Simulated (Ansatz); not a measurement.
# BFH3 with multiplicity 2: two geometries relaxed

Aim: relax the geometries before and after the reaction (atom abstraction by a radical), and see whether they are two minima and how far apart in energy. Meant to form: H2–F5; to break: B1–H2. The start is a guess near the saddle point, from which both ends are pulled out.

Method: UKS PBE0-D4/def2-SVP, in Ansatz 0.2.0.

## 1. Starting point

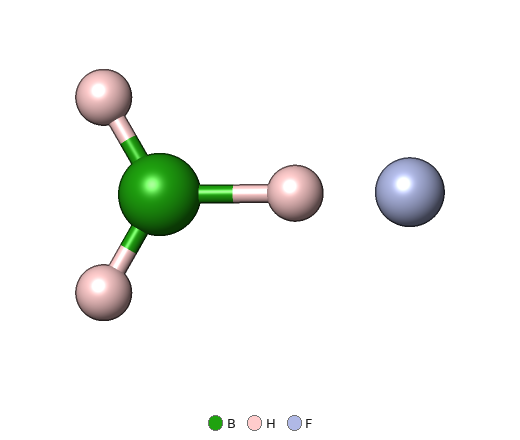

Start, viewed from a chosen angle; boron green, hydrogen pink, fluorine light blue.

Coordinates:

```xyz
5

B     0.0000    0.0000    0.0000
H     0.0000    0.0000    1.4400
H     1.0305    0.0000   -0.5950
H    -1.0305    0.0000   -0.5950
F     0.0000    0.0000    2.6600
```

## 2. A restrained relaxation towards end A

Springs on the bonds that form and break draw the guess towards this end; the thresholds are loose.

input.yaml reads:

```yaml
crystal:
  periodic: [false, false, false]
  atoms:
    - { symbol: B, position_ang: [0.0, 0.0, 0.0] }
    - { symbol: H, position_ang: [0.0, 0.0, 1.44] }
    - { symbol: H, position_ang: [1.0305, 0.0, -0.595] }
    - { symbol: H, position_ang: [-1.0305, 0.0, -0.595] }
    - { symbol: F, position_ang: [0.0, 0.0, 2.66] }
magnetization:
  spin_polarized: true
  initial_magnetization: 1
basis:
  gaussian: { orbitals: def2-SVP }
hamiltonian:
  xc: pbe0
  dispersion: d4
relax:
  f_tol: 0.15
  max_steps: 25
  restrain:
    - { distance: [1, 4], at: 2.12, k: 30.0 }
    - { distance: [0, 1], at: 1.19, k: 30.0 }
```

On the command line:

```sh
$ ansatz run input.yaml --threads 1 --pin off --max-ram 2048MiB --backend cpu --events-out ev --progress --plain --runs-dir out
```

What it wrote (excerpt; [...] marks lines left out):

```text
Warning: RAYON_NUM_THREADS=1 ignored (pool sized by the plan → 1); use --threads N
[...]
Functional definition: PBE0
[...]
470 factors; integrals over basis functions are off by at most 3.8e-4 eV
[...]
mean field -3431.62325186 eV, -126.1098284680 hartree, gradient 1.6e-5 eV, S^2 0.757258; 0 other end points of the search recorded, 0 dependent functions left out
[...]
reference -3431.62326960 eV, -126.1098291199 hartree; 9, 8 occupied and 34, 35 virtual orbitals, 470 factors
relax step   1: F+E_penalty+E_count = -3431.64596782 eV  Δ(F+E_penalty+E_count) = +0.000e0 eV  max|allowed force component| = 2.104e0 eV/Å  E_restraint = 13.08750000 eV  max|allowed force component, restraints' pulls added| = 3.284e1 eV/Å  Δτ_max = 0.0000 Å  (29 SCF iters, accepted)
[...]
relax step   4: F+E_penalty+E_count = -3431.05265061 eV  Δ(F+E_penalty+E_count) = -3.451e-2 eV  max|allowed force component| = 6.043e-1 eV/Å  E_restraint = 0.00338057 eV  max|allowed force component, restraints' pulls added| = 2.401e-1 eV/Å  Δτ_max = 0.1988 Å  (50 SCF iters, accepted)
[...]
relax step   5: F+E_penalty+E_count = -3431.05591204 eV  Δ(F+E_penalty+E_count) = -3.261e-3 eV  max|allowed force component| = 5.649e-1 eV/Å  E_restraint = 0.00275113 eV  max|allowed force component, restraints' pulls added| = 4.974e-2 eV/Å  Δτ_max = 0.0176 Å  (46 SCF iters, accepted)
  distance H 1 - F 4 = 2.1118 Å
  distance B 0 - H 1 = 1.2008 Å
470 factors; integrals over basis functions are off by at most 4.0e-4 eV
[...]
mean field -3431.03725498 eV, -126.0882934801 hartree, gradient 3.7e-6 eV, S^2 0.751812; 3 other end points of the search recorded, 0 dependent functions left out
[...]
reference -3431.03727373 eV, -126.0882941691 hartree; 9, 8 occupied and 34, 35 virtual orbitals, 470 factors
Total energy: -3431.05593079 eV, -126.0889798031 hartree
Atom 0 at     0.000000     0.000000    -0.087477 Å, force     0.000000     0.000000    -0.273197 eV/Å
Atom 1 at     0.000000     0.000000     1.113287 Å, force    -0.000000    -0.000000     0.564892 eV/Å
Atom 2 at     1.052996    -0.000000    -0.670439 Å, force     0.023753     0.000000    -0.021808 eV/Å
Atom 3 at    -1.052996    -0.000000    -0.670439 Å, force    -0.023753     0.000000    -0.021808 eV/Å
Atom 4 at    -0.000000    -0.000000     3.225069 Å, force     0.000000     0.000000    -0.248079 eV/Å
Dipole moment:     0.000000     0.000000    -0.150680 e Å
```

Wall time 9.2 s (1 thread of Arm Neoverse V1, shared host); peak memory 0.11 GiB.

Step by step:

| step | energy from step 1 (eV) | largest force component (eV/Å) |
| --- | --- | --- |
| 1 | 0.0000 | 2.1037 |
| 2 | 0.3620 | 0.7373 |
| 3 | 0.6278 | 2.4950 |
| 4 | 0.5933 | 0.6043 |
| 5 | 0.5901 | 0.5649 |

Step 1 is the start. Energies and forces in the table leave out the springs, which the log lists apart; the run stops on the force with the springs' pull added.

After: Bond lengths: B1–H2 1.201 Å, B1–H3 1.204 Å, B1–H4 1.204 Å. Angles: H2–B1–H3 119.0°, H2–B1–H4 119.0°, H3–B1–H4 122.1°.

Pairs that crossed the distance rule for bonds on the way: came closer B1–H2.

## 3. Relaxing end A

It starts where the restrained run ended.

input.yaml reads:

```yaml
crystal:
  periodic: [false, false, false]
  atoms:
    - { symbol: B, position_ang: [0.0, 0.0, -0.087477] }
    - { symbol: H, position_ang: [0.0, 0.0, 1.113287] }
    - { symbol: H, position_ang: [1.052996, 0.0, -0.670439] }
    - { symbol: H, position_ang: [-1.052996, 0.0, -0.670439] }
    - { symbol: F, position_ang: [0.0, 0.0, 3.225069] }
magnetization:
  spin_polarized: true
  initial_magnetization: 1
basis:
  gaussian: { orbitals: def2-SVP }
hamiltonian:
  xc: pbe0
  dispersion: d4
relax:
  f_tol: 0.03
  max_steps: 50
```

On the command line:

```sh
$ ansatz run input.yaml --threads 1 --pin off --max-ram 2048MiB --backend cpu --events-out ev --progress --plain --runs-dir out
```

What it wrote (excerpt; [...] marks lines left out):

```text
Warning: RAYON_NUM_THREADS=1 ignored (pool sized by the plan → 1); use --threads N
[...]
Functional definition: PBE0
[...]
461 factors; integrals over basis functions are off by at most 5.4e-4 eV
[...]
mean field -3431.03725297 eV, -126.0882934059 hartree, gradient 3.2e-7 eV, S^2 0.751812; 2 other end points of the search recorded, 0 dependent functions left out
[...]
reference -3431.03727171 eV, -126.0882940949 hartree; 9, 8 occupied and 34, 35 virtual orbitals, 461 factors
relax step   1: F+E_penalty+E_count = -3431.05591002 eV  Δ(F+E_penalty+E_count) = +0.000e0 eV  max|allowed force component| = 5.649e-1 eV/Å  Δτ_max = 0.0000 Å  (115 SCF iters, accepted)
[...]
relax step   4: F+E_penalty+E_count = -3431.26093665 eV  Δ(F+E_penalty+E_count) = -1.334e-1 eV  max|allowed force component| = 6.466e-1 eV/Å  Δτ_max = 0.1950 Å  (35 SCF iters, accepted)
[...]
463 factors; integrals over basis functions are off by at most 1.4e-3 eV
mean field -3432.23376126 eV, -126.1322642747 hartree, gradient 2.1e-5 eV, S^2 0.751871; 2 other end points of the search recorded, 0 dependent functions left out
[...]
reference -3432.23377974 eV, -126.1322649539 hartree; 9, 8 occupied and 34, 35 virtual orbitals, 463 factors
Total energy: -3432.25755003 eV, -126.1331384959 hartree
Atom 0 at     0.000000     0.000000    -0.214739 Å, force    -0.000000     0.000000     0.001587 eV/Å
Atom 1 at    -0.000000    -0.000000     1.782998 Å, force     0.000000    -0.000000     0.004594 eV/Å
Atom 2 at     1.102325    -0.000000    -0.690568 Å, force     0.003784    -0.000000    -0.001163 eV/Å
Atom 3 at    -1.102325    -0.000000    -0.690568 Å, force    -0.003784    -0.000000    -0.001163 eV/Å
Atom 4 at    -0.000000    -0.000000     2.722878 Å, force    -0.000000    -0.000000    -0.003855 eV/Å
Dipole moment:    -0.000000    -0.000000    -0.606333 e Å
```

It took 19 s on 1 thread of Arm Neoverse V1, shared host; peak memory 0.11 GiB.

Relaxation path:

| step | energy from step 1 (eV) | largest force component (eV/Å) |
| --- | --- | --- |
| 1 | 0.0000 | 0.5649 |
| 2 | -0.0289 | 0.4405 |
| 3 | -0.0717 | 0.5165 |
| 4 | -0.2050 | 0.6466 |
| 5 | -0.4330 | 1.2991 |
| 6 | -0.7730 | 2.2574 |
| 7x | 0.1953 | 17.0534 |
| 8 | -0.9912 | 1.7106 |
| 9 | -1.1395 | 0.9158 |
| 10 | -1.1613 | 1.7187 |
| 11 | -1.1974 | 0.5607 |
| 12 | -1.2011 | 0.2252 |
| 13 | -1.2016 | 0.0046 |

Step 1 is the start. 1 step was tried and not accepted (marked x).

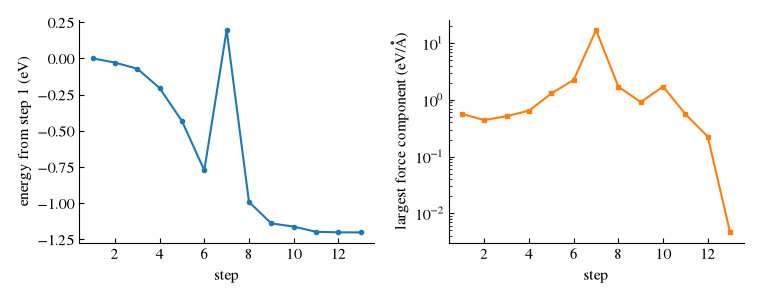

How energy and force went from step to step.

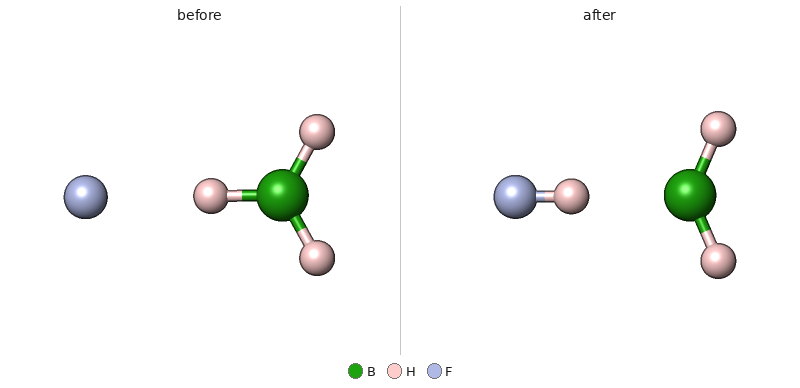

The structure before (left) and after (right), drawn at the same scale.

After: Bond lengths: B1–H3 1.201 Å, B1–H4 1.201 Å, H2–F5 0.940 Å. Angles: H3–B1–H4 133.3°.

Pairs that crossed the distance rule for bonds on the way: came closer H2–F5; moved apart B1–H2.

## 4. A restrained relaxation towards end B

Springs on the bonds that form and break draw the guess towards this end; the thresholds are loose.

input.yaml reads:

```yaml
crystal:
  periodic: [false, false, false]
  atoms:
    - { symbol: B, position_ang: [0.0, 0.0, 0.0] }
    - { symbol: H, position_ang: [0.0, 0.0, 1.44] }
    - { symbol: H, position_ang: [1.0305, 0.0, -0.595] }
    - { symbol: H, position_ang: [-1.0305, 0.0, -0.595] }
    - { symbol: F, position_ang: [0.0, 0.0, 2.66] }
magnetization:
  spin_polarized: true
  initial_magnetization: 1
basis:
  gaussian: { orbitals: def2-SVP }
hamiltonian:
  xc: pbe0
  dispersion: d4
relax:
  f_tol: 0.15
  max_steps: 25
  restrain:
    - { distance: [1, 4], at: 0.92, k: 30.0 }
    - { distance: [0, 1], at: 2.39, k: 30.0 }
```

On the command line:

```sh
$ ansatz run input.yaml --threads 1 --pin off --max-ram 2048MiB --backend cpu --events-out ev --progress --plain --runs-dir out
```

What it wrote (excerpt; [...] marks lines left out):

```text
Warning: RAYON_NUM_THREADS=1 ignored (pool sized by the plan → 1); use --threads N
[...]
Functional definition: PBE0
[...]
470 factors; integrals over basis functions are off by at most 3.8e-4 eV
[...]
mean field -3431.62325186 eV, -126.1098284680 hartree, gradient 1.6e-5 eV, S^2 0.757258; 0 other end points of the search recorded, 0 dependent functions left out
[...]
reference -3431.62326960 eV, -126.1098291199 hartree; 9, 8 occupied and 34, 35 virtual orbitals, 470 factors
relax step   1: F+E_penalty+E_count = -3431.64596782 eV  Δ(F+E_penalty+E_count) = +0.000e0 eV  max|allowed force component| = 2.104e0 eV/Å  E_restraint = 14.88750000 eV  max|allowed force component, restraints' pulls added| = 3.916e1 eV/Å  Δτ_max = 0.0000 Å  (29 SCF iters, accepted)
[...]
  distance H 1 - F 4 = 0.9251 Å
  distance B 0 - H 1 = 2.3851 Å
470 factors; integrals over basis functions are off by at most 4.4e-4 eV
[...]
mean field -3432.19642788 eV, -126.1308922983 hartree, gradient 1.6e-5 eV, S^2 0.751574; 3 other end points of the search recorded, 0 dependent functions left out
[...]
reference -3432.19644851 eV, -126.1308930565 hartree; 9, 8 occupied and 34, 35 virtual orbitals, 470 factors
Total energy: -3432.21804740 eV, -126.1316868011 hartree
Atom 0 at     0.000738     0.000020    -0.366548 Å, force     0.000568    -0.000127     0.158825 eV/Å
Atom 1 at    -0.005838    -0.000074     2.018530 Å, force     0.000648     0.000014    -0.297037 eV/Å
Atom 2 at     1.105377     0.000000    -0.843299 Å, force    -0.051802     0.000050    -0.001914 eV/Å
Atom 3 at    -1.104259     0.000000    -0.842285 Å, force     0.049533     0.000050    -0.005294 eV/Å
Atom 4 at     0.003982     0.000054     2.943602 Å, force     0.001053     0.000015     0.145420 eV/Å
Dipole moment:    -0.003415    -0.000041    -0.600141 e Å
```

Wall time 8 s (1 thread of Arm Neoverse V1, shared host); peak memory 0.11 GiB.

Relaxation path:

| step | energy from step 1 (eV) | largest force component (eV/Å) |
| --- | --- | --- |
| 1 | 0.0000 | 2.1037 |
| 2 | -0.4130 | 2.5311 |
| 3 | -0.1522 | 7.5448 |
| 4 | -0.4967 | 0.9011 |
| 5 | -0.5584 | 0.5826 |
| 6 | -0.5721 | 0.2970 |

Step 1 is the start. Energies and forces in the table leave out the springs, which the log lists apart; the run stops on the force with the springs' pull added.

After: Bond lengths: B1–H3 1.203 Å, B1–H4 1.203 Å, H2–F5 0.925 Å. Angles: H3–B1–H4 133.4°.

Pairs that crossed the distance rule for bonds on the way: came closer H2–F5.

## 5. Relaxing end B

It starts where the restrained run ended.

input.yaml reads:

```yaml
crystal:
  periodic: [false, false, false]
  atoms:
    - { symbol: B, position_ang: [0.000738, 2.0e-05, -0.366548] }
    - { symbol: H, position_ang: [-0.005838, -7.4e-05, 2.01853] }
    - { symbol: H, position_ang: [1.105377, 0.0, -0.843299] }
    - { symbol: H, position_ang: [-1.104259, 0.0, -0.842285] }
    - { symbol: F, position_ang: [0.003982, 5.4e-05, 2.943602] }
magnetization:
  spin_polarized: true
  initial_magnetization: 1
basis:
  gaussian: { orbitals: def2-SVP }
hamiltonian:
  xc: pbe0
  dispersion: d4
relax:
  f_tol: 0.03
  max_steps: 50
output:
  orbitals: {}
```

On the command line:

```sh
$ ansatz run input.yaml --threads 1 --pin off --max-ram 2048MiB --backend cpu --events-out ev --progress --plain --runs-dir out
```

What it wrote (excerpt; [...] marks lines left out):

```text
Warning: RAYON_NUM_THREADS=1 ignored (pool sized by the plan → 1); use --threads N
[...]
Functional definition: PBE0
[...]
462 factors; integrals over basis functions are off by at most 4.4e-4 eV
[...]
mean field -3432.19643099 eV, -126.1308924125 hartree, gradient 4.0e-5 eV, S^2 0.751574; 2 other end points of the search recorded, 0 dependent functions left out
[...]
reference -3432.19645162 eV, -126.1308931706 hartree; 9, 8 occupied and 34, 35 virtual orbitals, 462 factors
relax step   1: F+E_penalty+E_count = -3432.21802988 eV  Δ(F+E_penalty+E_count) = +0.000e0 eV  max|allowed force component| = 2.970e-1 eV/Å  Δτ_max = 0.0000 Å  (33 SCF iters, accepted)
[...]
relax step   3: F+E_penalty+E_count = -3432.25738319 eV  Δ(F+E_penalty+E_count) = -3.798e-3 eV  max|allowed force component| = 4.542e-2 eV/Å  Δτ_max = 0.0403 Å  (31 SCF iters, accepted)
[...]
relax step   4: F+E_penalty+E_count = -3432.25752428 eV  Δ(F+E_penalty+E_count) = -1.411e-4 eV  max|allowed force component| = 1.104e-2 eV/Å  Δτ_max = 0.0027 Å  (25 SCF iters, accepted)
462 factors; integrals over basis functions are off by at most 8.9e-4 eV
mean field -3432.23375649 eV, -126.1322640994 hartree, gradient 1.7e-5 eV, S^2 0.751865; 3 other end points of the search recorded, 0 dependent functions left out
[...]
reference -3432.23377498 eV, -126.1322647790 hartree; 9, 8 occupied and 34, 35 virtual orbitals, 462 factors
Total energy: -3432.25754278 eV, -126.1331382293 hartree
Atom 0 at    -0.000102    -0.000047    -0.214099 Å, force     0.000020     0.000198    -0.011042 eV/Å
Atom 1 at    -0.000258    -0.000002     1.783606 Å, force     0.000086    -0.000084     0.005675 eV/Å
Atom 2 at     1.101938     0.000019    -0.691287 Å, force     0.000513    -0.000074     0.005188 eV/Å
Atom 3 at    -1.101955     0.000019    -0.691710 Å, force    -0.000598    -0.000074     0.005049 eV/Å
Atom 4 at     0.000377     0.000010     2.723489 Å, force    -0.000021     0.000034    -0.004871 eV/Å
Dipole moment:    -0.000204    -0.000009    -0.606071 e Å
```

Wall time 5.6 s (1 thread of Arm Neoverse V1, shared host); peak memory 0.11 GiB.

Relaxation path:

| step | energy from step 1 (eV) | largest force component (eV/Å) |
| --- | --- | --- |
| 1 | 0.0000 | 0.2970 |
| 2 | -0.0356 | 0.5058 |
| 3 | -0.0394 | 0.0454 |
| 4 | -0.0395 | 0.0110 |

Step 1 is the start.

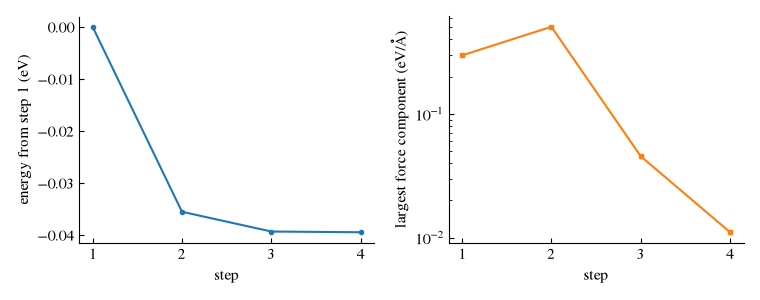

How energy and force went from step to step.

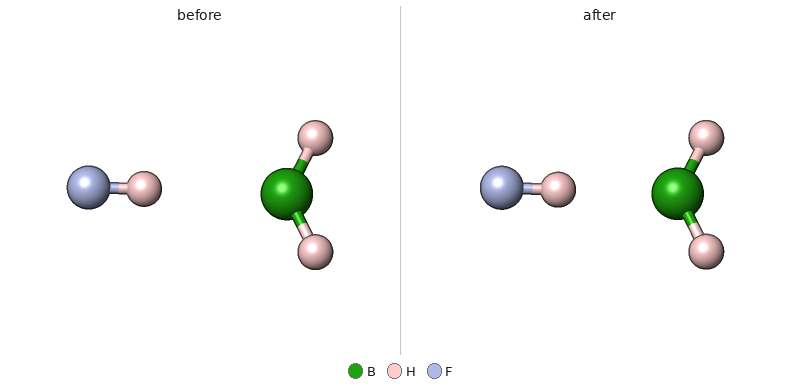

The structure before (left) and after (right), drawn at the same scale.

After: Bond lengths: B1–H3 1.201 Å, B1–H4 1.201 Å, H2–F5 0.940 Å. Angles: H3–B1–H4 133.2°.

## 6. Summary of results

| quantity | value |
| --- | --- |
| end A | 11 moves, 1.202 eV lower |
| end B | 3 moves, 0.039 eV lower |
| largest difference between the ends | 0.00 Å |
| end B relative to end A | +0.000 eV |

In words: Both starts fell into the same minimum (no atom differs by more than 0.00 Å), so from this start no second minimum was found and no band was run; another arrangement could still be one.
